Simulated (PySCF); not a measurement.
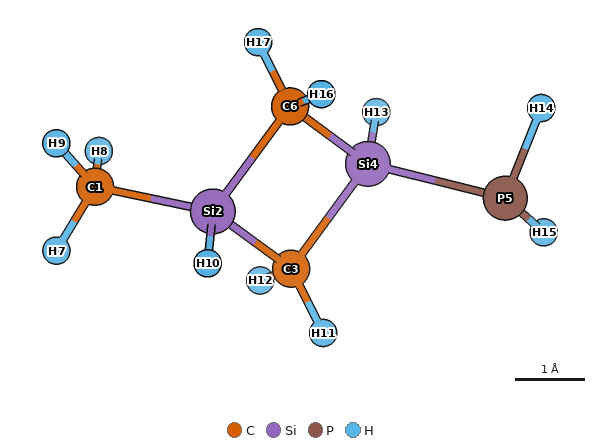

Figure 1. The structure as given in the input (ball-and-stick view, seen at a tilt; atoms are numbered from 1 in the order of the input). Bond lengths as drawn: C–H 1.10 Å, C–Si 1.88 to 1.91 Å, H–P 1.43 Å, H–Si 1.50 Å and P–Si 2.27 Å.

## What a change does: NMR shielding calculation on C$_{3}$H$_{11}$PSi$_{2}$

System: C$_{3}$H$_{11}$PSi$_{2}$, SMILES C[Si@H]1C[Si@H](P)C1.
Method of run A: GIAO B3LYP/pcSseg-1 NMR shielding, non-relativistic, gas phase (PySCF 2.14.0).

The geometry comes from this level: PBE0-D3(BJ)/def2-SVP. Text and figures count atoms from 1; the logs count them from 0 in places.

### Input file, run A
```
{"job": {"kind": "nmr", "xc": "B3LYP", "basis": "pcSseg-1", "pop": false}, "charge": 0, "multiplicity": 1}
C     -2.666136     0.489247     0.533115
Si    -1.107057    -0.547653     0.423563
C     -0.159380    -0.338291    -1.220905
Si     1.298158     0.344816    -0.206649
P      3.091853    -1.037306    -0.285096
C      0.358208     0.139442     1.435356
H     -3.436005     0.109287    -0.156762
H     -2.452984     1.535717     0.263687
H     -3.082640     0.476245     1.552444
H     -1.408936    -1.981125     0.735314
H      0.054066    -1.272265    -1.762984
H     -0.607542     0.375548    -1.929496
H      1.643225     1.767803    -0.527285
H      3.927899    -0.153110     0.466218
H      3.553182    -0.550148    -1.547986
H      0.812293    -0.568064     2.145805
H      0.146207     1.077461     1.971990
```

The first line tells a small driver script what to run in PySCF; the rest is the geometry in Å.

Hardware: 1 CPU thread, shared host.

### Output (run A)
```
coarse grid: 14952 points
cycle   1  E = -1041.1832698407  dE =  2.540e-01  |g| = 6.259e-01  |ddm| = 3.687e+00
cycle   2  E = -1041.1088410860  dE =  7.443e-02  |g| = 7.969e-01  |ddm| = 1.392e+00
cycle   3  E = -1041.2820418195  dE = -1.732e-01  |g| = 6.354e-02  |ddm| = 9.518e-01
cycle   4  E = -1041.2831100306  dE = -1.068e-03  |g| = 2.841e-02  |ddm| = 1.314e-01
cycle   5  E = -1041.2833171691  dE = -2.071e-04  |g| = 5.578e-03  |ddm| = 3.621e-02
cycle   6  E = -1041.2833252664  dE = -8.097e-06  |g| = 1.983e-03  |ddm| = 8.732e-03
final grid: 128496 points
cycle   7  E = -1041.3202693943  dE = -1.540e-05  |g| = 6.282e-03  |ddm| = 2.172e-02
cycle   8  E = -1041.3202625134  dE =  6.881e-06  |g| = 8.027e-03  |ddm| = 1.398e-02
cycle   9  E = -1041.3202797650  dE = -1.725e-05  |g| = 4.056e-04  |ddm| = 8.015e-03
cycle  10  E = -1041.3202797984  dE = -3.336e-08  |g| = 1.199e-04  |ddm| = 6.509e-04
cycle  11  E = -1041.3202798017  dE = -3.338e-09  |g| = 4.041e-05  |ddm| = 1.541e-04
cycle  12  E = -1041.3202798021  dE = -3.879e-10  |g| = 1.143e-05  |ddm| = 5.300e-05
converged SCF energy = -1041.3202798021

GIAO shielding tensors (ppm)
atom      isotropic    diamagn.    paramagn.     s11        s22        s33       span
  0 C      178.109     252.191     -74.082    169.481    180.097    184.751     15.271
  1 Si     342.028     881.386    -539.359    304.089    354.136    367.858     63.770
  2 C      180.476     258.362     -77.886    171.670    180.422    189.338     17.668
  3 Si     344.540     881.393    -536.853    315.618    352.260    365.742     50.125
  4 P      561.883     966.815    -404.932    496.194    558.238    631.218    135.024
  5 C      180.453     258.751     -78.298    171.495    180.448    189.417     17.922
  6 H       30.972      28.985       1.987     26.852     28.030     38.034     11.182
  7 H       30.971      31.821      -0.850     27.018     29.918     35.977      8.958
  8 H       30.987      28.814       2.173     26.871     28.066     38.025     11.154
  9 H       26.287      30.009      -3.722     23.443     24.538     30.879      7.436
 10 H       31.050      32.126      -1.076     26.794     29.327     37.029     10.235
 11 H       31.081      32.730      -1.649     27.161     28.645     37.436     10.275
 12 H       25.787      30.572      -4.784     22.642     24.455     30.265      7.623
 13 H       29.679      28.621       1.058     24.815     26.967     37.255     12.440
 14 H       29.677      28.754       0.923     24.817     26.903     37.313     12.496
 15 H       31.060      31.970      -0.910     26.791     29.354     37.035     10.243
 16 H       31.069      32.542      -1.473     27.137     28.662     37.408     10.271
```

The input of run B differs as follows (lines with − go, lines with + come):
```diff
-"xc": "B3LYP"
+"xc": "PBE0"
-"pop": false
```

What does this change do to the results?

The total energies belong to different methods, so their difference says nothing on which is more stable or more accurate. The HOMO goes from −7.05 to −7.30 eV. The LUMO goes from 0.17 to 0.33 eV. The dipole moment goes from 1.38 to 1.47 D. Of all shieldings, the largest change is that of P5, by +24.2 ppm. The functional changes from B3LYP to PBE0. The number of SCF iterations is the same.

### Output (run B)
```
coarse grid: 14952 points
cycle   1  E = -1040.6199134439  dE =  2.605e-01  |g| = 5.412e-01  |ddm| = 3.664e+00
cycle   2  E = -1040.5845549853  dE =  3.536e-02  |g| = 6.383e-01  |ddm| = 1.148e+00
cycle   3  E = -1040.6945570730  dE = -1.100e-01  |g| = 4.913e-02  |ddm| = 7.505e-01
cycle   4  E = -1040.6951568291  dE = -5.998e-04  |g| = 2.253e-02  |ddm| = 9.849e-02
cycle   5  E = -1040.6952893198  dE = -1.325e-04  |g| = 3.965e-03  |ddm| = 2.886e-02
cycle   6  E = -1040.6952931810  dE = -3.861e-06  |g| = 1.463e-03  |ddm| = 6.228e-03
final grid: 128496 points
cycle   7  E = -1040.7304019068  dE = -2.032e-05  |g| = 7.867e-03  |ddm| = 2.681e-02
cycle   8  E = -1040.7303934358  dE =  8.471e-06  |g| = 9.640e-03  |ddm| = 1.807e-02
cycle   9  E = -1040.7304182990  dE = -2.486e-05  |g| = 4.331e-04  |ddm| = 1.023e-02
cycle  10  E = -1040.7304183366  dE = -3.759e-08  |g| = 1.973e-04  |ddm| = 7.846e-04
cycle  11  E = -1040.7304183468  dE = -1.016e-08  |g| = 3.580e-05  |ddm| = 2.265e-04
cycle  12  E = -1040.7304183471  dE = -3.122e-10  |g| = 8.754e-06  |ddm| = 5.740e-05
converged SCF energy = -1040.7304183471

GIAO shielding tensors (ppm)
atom      isotropic    diamagn.    paramagn.     s11        s22        s33       span
  0 C      183.510     253.719     -70.209    174.908    185.942    189.680     14.771
  1 Si     356.353     881.288    -524.935    319.588    367.638    381.835     62.247
  2 C      186.710     259.234     -72.524    178.997    186.459    194.674     15.677
  3 Si     361.108     881.215    -520.107    334.278    366.763    382.282     48.004
  4 P      586.064     966.830    -380.765    518.458    582.184    657.552    139.094
  5 C      186.683     259.671     -72.988    178.830    186.462    194.758     15.928
  6 H       30.857      28.918       1.939     26.515     27.768     38.289     11.774
  7 H       30.838      31.617      -0.779     26.648     29.709     36.157      9.509
  8 H       30.871      28.755       2.116     26.532     27.803     38.279     11.747
  9 H       26.079      29.708      -3.629     23.154     24.320     30.763      7.608
 10 H       30.902      31.961      -1.059     26.392     29.011     37.304     10.912
 11 H       30.949      32.544      -1.594     26.794     28.321     37.733     10.939
 12 H       25.599      30.262      -4.663     22.392     24.230     30.175      7.782
 13 H       29.463      28.404       1.058     24.421     26.581     37.385     12.964
 14 H       29.461      28.511       0.950     24.423     26.516     37.444     13.021
 15 H       30.913      31.837      -0.924     26.390     29.038     37.310     10.920
 16 H       30.937      32.384      -1.448     26.768     28.338     37.704     10.936
```

### The two runs side by side

```csv
quantity,run A,run B
outcome,converged,converged
total energy (hartree),−1041.320280,−1040.730418
HOMO (eV),−7.05,−7.30
LUMO (eV),0.17,0.33
dipole moment (D),1.38,1.47
shielding of C1 (ppm),178.1,183.5
shielding of Si2 (ppm),342.0,356.4
shielding of C3 (ppm),180.5,186.7
shielding of Si4 (ppm),344.5,361.1
shielding of P5 (ppm),561.9,586.1
shielding of C6 (ppm),180.5,186.7
shielding of H14 (ppm),29.7,29.5
SCF iterations,12,12
basis functions,178,178
wall time (shared host),21 s,24 s
```
